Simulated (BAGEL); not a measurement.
**BH2F (SMILES BF): HF/6-31G(d) (density fitting with qzvpp-jkfit, spherical functions)**

Aim: the vertical ionisation energy of BH2F at HF/6-31G* (density fitting with qzvpp-jkfit, spherical functions), from 2 runs. 

Program for the calculation: BAGEL 1.2.2.

3 further runs of the same task are left out: 2 that didn't finish, 1 set aside as unsound or not needed. Runs told in other sessions of the task aren't counted.

## Step 1: The system as given

BH2F: 4 atoms, total charge 0, spin state singlet. As SMILES, `BF`. The coordinates come from a PBE0-D4/def2-TZVP relaxation.

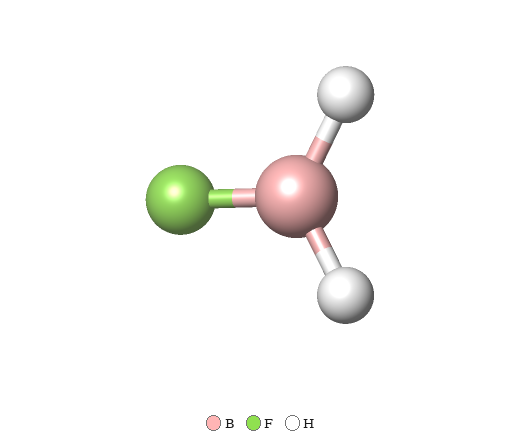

Viewed from a chosen angle; boron pink, fluorine green, hydrogen white.

## Step 2: A single-point energy at HF/6-31G(d) (density fitting with qzvpp-jkfit, spherical functions)

Input file input.json:

```json
{ "bagel" : [

{
  "title" : "molecule",
  "basis" : "6-31gs.json",
  "df_basis" : "qzvpp-jkfit",
  "angstrom" : true,
  "geometry" : [
    { "atom" : "B", "xyz" : [      -0.027300,      -0.004000,      -0.030800 ] },
    { "atom" : "F", "xyz" : [       1.061200,      -0.296700,       0.649900 ] },
    { "atom" : "H", "xyz" : [      -1.012500,      -0.649100,       0.186200 ] },
    { "atom" : "H", "xyz" : [       0.034200,       0.889600,      -0.825600 ] }
  ]
},

{
  "title" : "hf"
},

{
  "title" : "print",
  "file" : "orbitals.molden",
  "orbitals" : true
}

]}
```

The basis set 6-31G* is read from a file made from the Basis Set Exchange's data (not shown).

Command:

```console
$ BAGEL_NUM_THREADS=1 BAGEL input.json > input.out
```

Standard output:

```text
* using 1 threads per process

  ===============================================================
  ===============================================================

  *** Geometry ***

  { "atom" : "B", "xyz" : [     -0.051590,     -0.007559,     -0.058204 ] },
  { "atom" : "F", "xyz" : [      2.005377,     -0.560682,      1.228133 ] },
  { "atom" : "H", "xyz" : [     -1.913348,     -1.226621,      0.351867 ] },
  { "atom" : "H", "xyz" : [      0.064629,      1.681100,     -1.560158 ] },

  Number of auxiliary basis functions:      188

  Since a DF basis is specified, we compute 2- and 3-index integrals:
    o Being stored without compression. Storage requirement is 0.002 GB

  Number of basis functions:       32
  Number of electrons      :       16

    * METHOD: MOLECULE                             0.06

  *** RHF ***

  === Nuclear Repulsion ===
    27.1757584682

      * DIIS with orbital gradients will be used.

  === RHF iteration (6-31gs.json) ===
      0       -125.22717149          0.03517193           0.00
      1       -125.28766649          0.02225603           0.00
      2       -125.31923235          0.00226155           0.00
      3       -125.31976197          0.00021473           0.00
      4       -125.31976806          0.00003006           0.00
      5       -125.31976820          0.00000841           0.00
      6       -125.31976822          0.00000195           0.00
      7       -125.31976822          0.00000029           0.00
      8       -125.31976822          0.00000010           0.00
      9       -125.31976822          0.00000002           0.00
     10       -125.31976822          0.00000000           0.00
    * SCF iteration converged.

    * Permanent dipole moment:
           (    0.279560,    -0.075098,     0.174732) a.u.

    * METHOD: HF                                   0.12

    * METHOD: PRINT                                0.00

  ===============================================================
```

Wall time 0.48 s (1 thread of Intel Xeon Platinum 8259CL at 2.50GHz (Skylake/Cascade Lake), shared host); peak memory 0.08 GiB.

## Step 3: The doublet cation

Input file job.json:

```json
{ "bagel": [

{
  "title": "molecule",
  "basis": "6-31gs.json",
  "df_basis": "qzvpp-jkfit",
  "angstrom": "true",
  "geometry": [
    { "atom": "B", "xyz": [      -0.027300,      -0.004000,      -0.030800 ] },
    { "atom": "F", "xyz": [       1.061200,      -0.296700,       0.649900 ] },
    { "atom": "H", "xyz": [      -1.012500,      -0.649100,       0.186200 ] },
    { "atom": "H", "xyz": [       0.034200,       0.889600,      -0.825600 ] }
  ]
},

{ "title": "uhf", "charge": 1, "nopen": 1 },

{ "title": "print", "file": "orbitals.molden", "orbitals": "true" }

]}
```

The basis set 6-31G* is read from a file made from the Basis Set Exchange's data (not shown).

Command:

```console
$ BAGEL_NUM_THREADS=1 BAGEL job.json > job.out
```

Standard output:

```text
* using 1 threads per process

  ===============================================================
  ===============================================================

  *** Geometry ***

  { "atom" : "B", "xyz" : [     -0.051590,     -0.007559,     -0.058204 ] },
  { "atom" : "F", "xyz" : [      2.005377,     -0.560682,      1.228133 ] },
  { "atom" : "H", "xyz" : [     -1.913348,     -1.226621,      0.351867 ] },
  { "atom" : "H", "xyz" : [      0.064629,      1.681100,     -1.560158 ] },

  Number of auxiliary basis functions:      188

  Since a DF basis is specified, we compute 2- and 3-index integrals:
    o Being stored without compression. Storage requirement is 0.002 GB

  Number of basis functions:       32
  Number of electrons      :       16

    * METHOD: MOLECULE                             0.04

  *** Open-shell HF ***

  === Nuclear Repulsion ===
    27.1757584682

      * DIIS with orbital gradients will be used.

  === UHF iteration (6-31gs.json) ===
      0       -124.73285041          0.07962882           0.00
      1       -124.80639017          0.06233151           0.01
      2       -124.83635677          0.04413290           0.01
      3       -124.86772279          0.00160702           0.01
      4       -124.86811843          0.00036015           0.01
      5       -124.86817707          0.00018868           0.01
      6       -124.86819822          0.00012041           0.01
      7       -124.86820297          0.00008825           0.01
      8       -124.86820541          0.00002744           0.01
      9       -124.86820577          0.00001020           0.01
     10       -124.86820589          0.00000503           0.01
     11       -124.86820594          0.00000115           0.01
     12       -124.86820595          0.00000038           0.01
     13       -124.86820595          0.00000023           0.01
     14       -124.86820595          0.00000012           0.01
     15       -124.86820595          0.00000004           0.01
     16       -124.86820595          0.00000002           0.01
     17       -124.86820595          0.00000001           0.01
    * SCF iteration converged.

    * S^2 (UHF) is 0.7791

    * Permanent dipole moment:
           (    1.514667,    -0.407542,     0.947431) a.u.

    * METHOD: UHF                                  0.14

    * METHOD: PRINT                                0.00

  ===============================================================
```

Run time: 0.44 s. Hardware: 1 thread of Intel Xeon Platinum 8259CL at 2.50GHz (Skylake/Cascade Lake), shared host; peak memory 0.08 GiB.

## Step 4: Outcome

Level: HF/6-31G* (density fitting with qzvpp-jkfit, spherical functions).

```
                                          quantity          value
                        singlet BH2F: total energy  -125.31977 Eh
                       singlet BH2F: dipole moment         0.86 D
                         singlet BH2F: HOMO energy      -13.13 eV
                         singlet BH2F: LUMO energy        3.30 eV
                       singlet BH2F: HOMO–LUMO gap       16.43 eV
                      doublet cation: total energy  -124.86821 Eh
                              doublet cation: ⟨S²⟩          0.779
vertical ionisation energy (to the doublet cation)      12.288 eV
```

What this shows: The vertical ionisation energy comes to 12.29 eV (283 kcal/mol). The negative HOMO energy of the first species, 13.13 eV, lies 0.85 eV above that difference.
